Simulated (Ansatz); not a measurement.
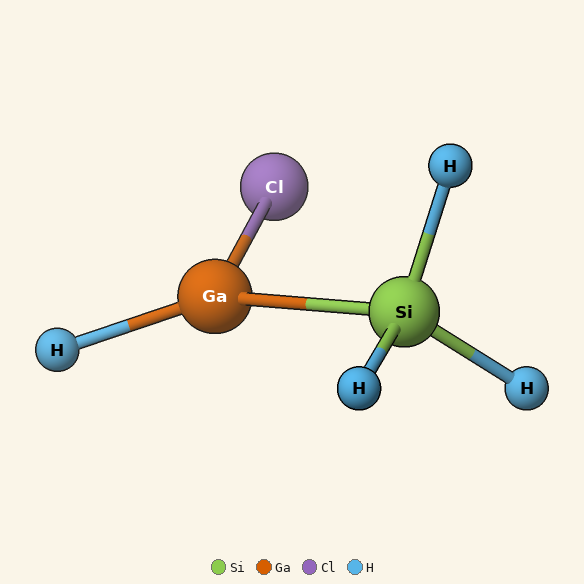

The picture shows the input geometry.

The calculation was set up as follows.

```yaml
crystal:
  periodic: [false, false, false]
  atoms:
    - {symbol: Si, position_ang: [-0.887078, 0.568545, -0.300161]}
    - {symbol: Ga, position_ang: [1.002510, -0.599505, 0.619254]}
    - {symbol: Cl, position_ang: [2.181114, -1.641956, -0.861660]}
    - {symbol: H, position_ang: [-1.775592, -0.406851, -0.986500]}
    - {symbol: H, position_ang: [-0.407623, 1.563639, -1.296089]}
    - {symbol: H, position_ang: [-1.667025, 1.274952, 0.750787]}
    - {symbol: H, position_ang: [1.553695, -0.758824, 2.074349]}
basis:
  gaussian: {orbitals: STO-3G, nuclear_model: gaussian}
hamiltonian: {xc: {name: BHLYP}, dispersion: d3bjatm}
```

Command:

```sh
ansatz run in.yaml --threads 2 --pin off --events-out ev --progress --plain --max-ram 32768MiB --backend cpu
```

What the program printed:

```
Functional definition: BHLYP
  name "BHLYP"
  cite "Becke, J. Chem. Phys. 98, 1372 (1993) doi:10.1063/1.464304"
  cite "Becke, Phys. Rev. A 38, 3098 (1988) doi:10.1103/PhysRevA.38.3098"
  cite "Lee, Yang & Parr, Phys. Rev. B 37, 785 (1988) doi:10.1103/PhysRevB.37.785"
  parameter a = 0.5
  exchange = (1 - a)*b88_x + a*exact_x
  correlation = lyp_c
422 factors; integrals over basis functions are off by at most 4.7e-5 eV
mean field evaluation 1: about -71806.4380 eV, gradient 2.8e2 eV
mean field evaluation 2: about -71912.8045 eV, gradient 9.7e1 eV
mean field evaluation 4: about -71996.5531 eV, gradient 3.0e1 eV
mean field evaluation 8: about -72002.2600 eV, gradient 1.1e0 eV
mean field evaluation 16: about -72002.2974 eV, gradient 1.1e0 eV
mean field evaluation 32: about -72002.2469 eV, gradient 2.1e0 eV
mean field evaluation 64: about -71995.3523 eV, gradient 4.3e1 eV
mean field -72002.33455249 eV, -2646.0369898689 hartree, gradient 6.8e-6 eV, S^2 0.000000; 12 other end points of the search recorded, 0 dependent functions left out
reference -72002.33468037 eV, -2646.0369945684 hartree; 33, 33 occupied and 7, 7 virtual orbitals, 422 factors
Total energy: -72002.57419676 eV, -2646.0457966333 hartree
```

The calculation finished and met its thresholds.
